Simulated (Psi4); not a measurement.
Geometry relaxation, with input and output: SnH4 (part 4 of 4)

Continued. System: SnH4, SMILES [SnH4]. Method: B3LYP/STO-3G, RKS, dispersion D3(BJ) (Psi4 1.11). The geometry comes from this level: PBE0-D4/def2-TZVP.

Geometry of the input (Å):
```
Sn 0.0000  0.0000  0.0000
H  0.8239  -0.8535  1.2229
H  -1.5636  0.4034  0.5431
H  -0.1168  -0.9746  -1.3925
H  0.8565  1.4246  -0.3736
```

**Standard output, continued**
```
SCF ITERATION ENERGY                            -5967.7326320301
SCF ITERATIONS                                      4.0000000000
SCF TOTAL ENERGY                                -5967.7326320301
TWO-ELECTRON ENERGY                              2477.0721897885
XC GRID RADIAL POINTS                              75.0000000000
XC GRID SPHERICAL POINTS                          302.0000000000
XC GRID TOTAL POINTS                           107431.0000000000
```

**Trajectory as extended XYZ (Å, eV, eV/Å), 4 frames, from step=0 to step=3**
```
5
Properties=species:S:1:pos:R:3:forces:R:3 step=0 energy=-162390.07380
Sn    0.0000    0.0000    0.0000   -0.0003  -0.0001  -0.0004
H     0.8239   -0.8535    1.2229   -0.5841   0.6049  -0.8659
H    -1.5636    0.4034    0.5431    1.1079  -0.2860  -0.3838
H    -0.1168   -0.9746   -1.3925    0.0833   0.6906   0.9860
H     0.8565    1.4246   -0.3736   -0.6067  -1.0095   0.2645
5
Properties=species:S:1:pos:R:3:forces:R:3 step=1 energy=-162390.26154
Sn    0.0000    0.0000    0.0000   -0.0003  -0.0003  -0.0006
H     0.7744   -0.8023    1.1496    0.1828  -0.1900   0.2725
H    -1.4698    0.3792    0.5107   -0.3480   0.0892   0.1213
H    -0.1097   -0.9161   -1.3090   -0.0259  -0.2170  -0.3094
H     0.8051    1.3392   -0.3513    0.1900   0.3174  -0.0834
5
Properties=species:S:1:pos:R:3:forces:R:3 step=2 energy=-162390.27738
Sn    0.0000    0.0000    0.0000    0.0000   0.0001  -0.0002
H     0.7861   -0.8144    1.1671   -0.0240   0.0244  -0.0344
H    -1.4920    0.3849    0.5185    0.0447  -0.0108  -0.0146
H    -0.1114   -0.9300   -1.3288    0.0036   0.0276   0.0396
H     0.8173    1.3594   -0.3566   -0.0248  -0.0409   0.0108
5
Properties=species:S:1:pos:R:3:forces:R:3 step=3 energy=-162390.27766
Sn    0.0000    0.0000    0.0000   -0.0004  -0.0006  -0.0004
H     0.7844   -0.8128    1.1647    0.0027  -0.0036   0.0055
H    -1.4889    0.3842    0.5175   -0.0066   0.0019   0.0024
H    -0.1111   -0.9281   -1.3262   -0.0011  -0.0033  -0.0053
H     0.8156    1.3567   -0.3559    0.0042   0.0060  -0.0021
```

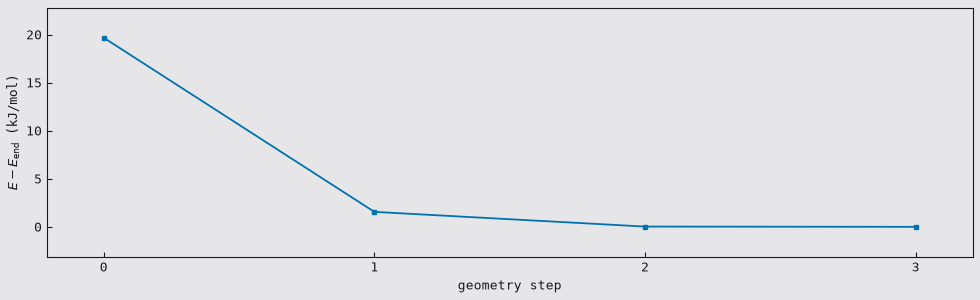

Figure 1. Progress of the relaxation, step by step (steps are counted from 0).

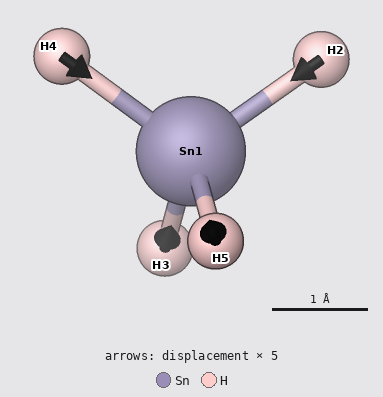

Figure 2. The starting structure with the displacements as black arrows, magnified 5 times (ball-and-stick view, seen at a tilt). The two geometries are laid on each other by the best rigid fit. The largest moves after the best rigid fit, 0.081 Å, are those of H2, H3, H4 and H5. Sn stays in place. Among the contacts that change: Sn1–H2 1.704 → 1.622 Å. The energy falls by 19.7 kJ/mol in 3 geometry steps. The largest force component goes from 1.1 to 0.0066 eV/Å. (Atoms are counted from 1 in the order of the input.)

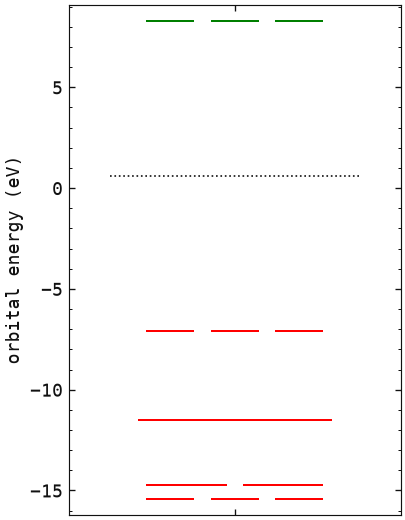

Figure 3. Orbital energies near the frontier; the dotted line parts filled from empty levels, and levels within 0.02 eV of each other stand side by side. Highest filled −7.09 eV, lowest empty 8.29 eV, 15.38 eV apart.

**Key numbers**

| quantity | value |
| --- | --- |
| outcome | converged |
| total energy | −5967.732632 hartree |
| dispersion energy | −0.003695 hartree |
| basis functions | 31 |
| HOMO | −7.09 eV |
| LUMO | 8.29 eV |
| dipole moment | 0.00 D |
| hardware | 1 thread of Intel Xeon @ 2.50GHz (Skylake/Cascade Lake), 12 GiB of memory available, shared host |
| wall time | 15 s |
| peak memory | 0.31 GiB |
